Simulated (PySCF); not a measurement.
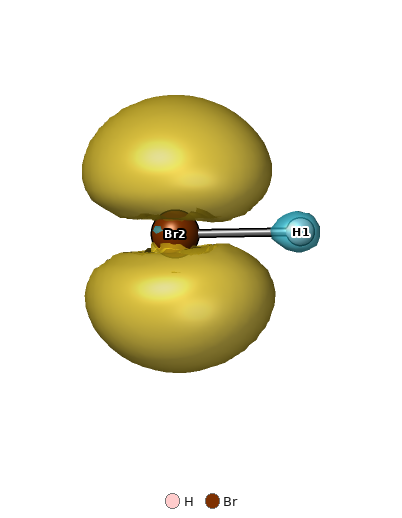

HBr (charge +1, doublet). Isosurfaces of the spin density (α minus β) at +0.03 (yellow) and −0.03 e/Å³ (cyan), seen from one side.

Theory: PBE0/cc-pVTZ(-PP), non-relativistic Hamiltonian with scalar-relativistic core potentials where named, at a bond length of 1.457 Å (PySCF 2.14.0).

Q: Describe the spin distribution.

A: The unpaired spin (1 electron) lies mostly on Br2 (about 1.0), in electrons by Hirshfeld's partition.
